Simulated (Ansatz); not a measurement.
CH5AlBF

```yaml
atoms:
  - { symbol: B, position_ang: [-0.9617, 1.5765, -0.8845] }
  - { symbol: Al, position_ang: [0.2506, -0.1159, -0.5751] }
  - { symbol: C, position_ang: [0.5131, -1.1051, 1.0692] }
  - { symbol: F, position_ang: [1.1205, -0.6538, -1.9013] }
  - { symbol: H, position_ang: [-2.1295, 1.5039, -1.2438] }
  - { symbol: H, position_ang: [-0.5679, 2.7206, -0.6980] }
  - { symbol: H, position_ang: [-0.3196, -0.9894, 1.7957] }
  - { symbol: H, position_ang: [0.6543, -2.1888, 0.8642] }
  - { symbol: H, position_ang: [1.4401, -0.7480, 1.5737] }
```

Theory: RKS LDA/def2-SVP in Ansatz 0.2.0.

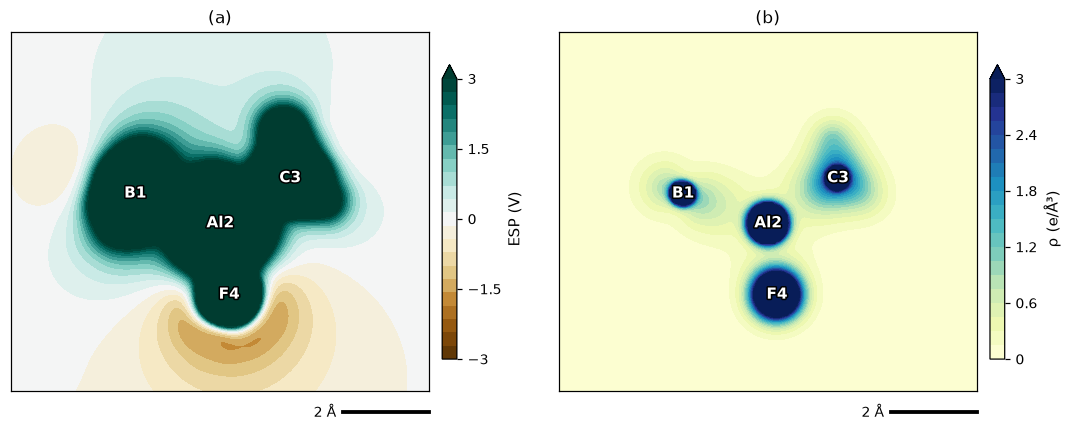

Figure 1. (a) electrostatic potential; (b) total electron density on the plane of atoms B1, Al2 and F4.

> What does the map show?

The plane passes through B, Al, C and F nuclei.
Al–F (1.67 Å): ρ at the midpoint is about 0.78 e/Å³.
C–Al (1.94 Å): ρ at the midpoint is about 0.72 e/Å³.
Al–B (2.10 Å): the density is about 0.6 e/Å³ at the midpoint.
Outside the dense part of the molecule the potential is most negative (−1.6 V) near F4.

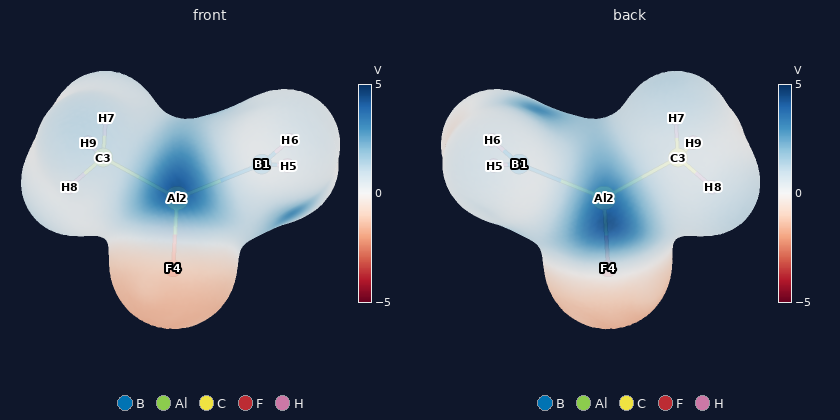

Figure 2. The electrostatic potential painted on the density surface at 0.004 e/bohr³, seen from the front and from behind; the colour scale runs from red (negative) to blue (positive).

> Which sites attract a positive test charge, and which a negative one?

A positive charge is drawn to the negative regions and a negative charge to the positive ones. The most negative region (about −1.5 V, or −35 kcal/mol for a unit charge) lies over F4, the most positive (about +4.2 V, or +97 kcal/mol for a unit charge) over Al2.

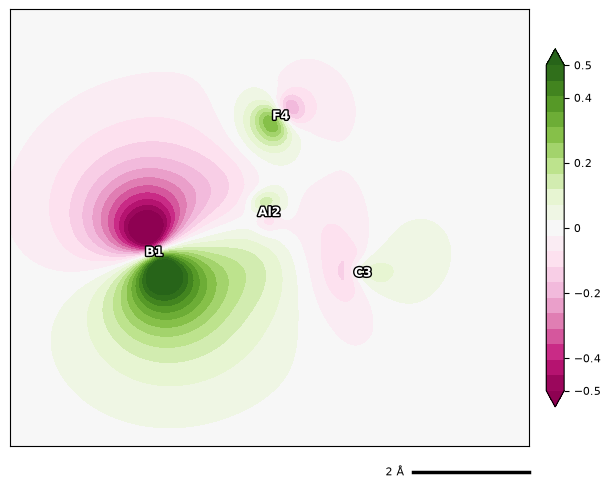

Figure 3. One frontier orbital on the plane of atoms C3, Al2 and F4 (values in Å⁻³ᐟ²; the overall sign is arbitrary).

> Which orbital is it: HOMO or LUMO?

The LUMO, at −3.75 eV. It lies mainly on B1 (about 70 %), H5 (about 5 %) and H6 (about 5 %).
